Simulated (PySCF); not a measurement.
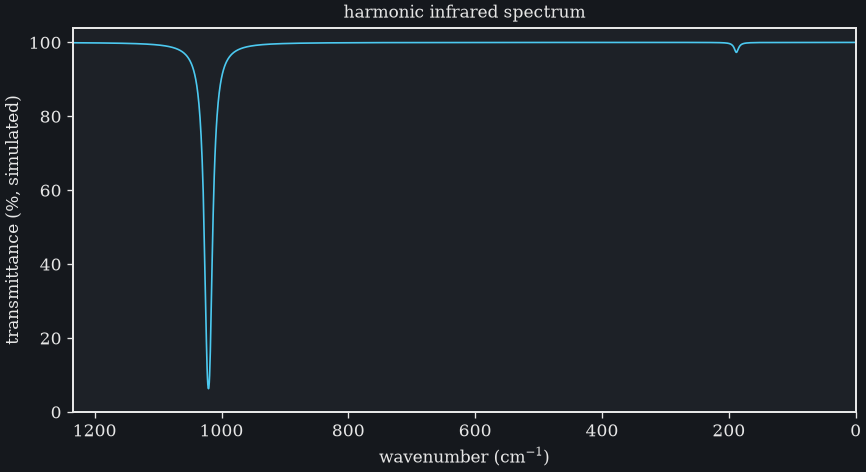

Unscaled harmonic wavenumbers and double-harmonic intensities, PBE0/def2-TZVP in PySCF 2.14.0, isolated molecule. Structures are the lowest points that the searches found. Degenerate modes count as one line, with their intensities summed. Lorentzian lines of 8 cm⁻¹ full width. Close modes add up in the curve.

**Which molecule gives this infrared spectrum?**
A. GeF₄, singlet
B. AlOF, singlet
C. GeCl₄, singlet
D. PS₂⁺, singlet

D. It has its most intense lines at 1020.5 cm⁻¹.
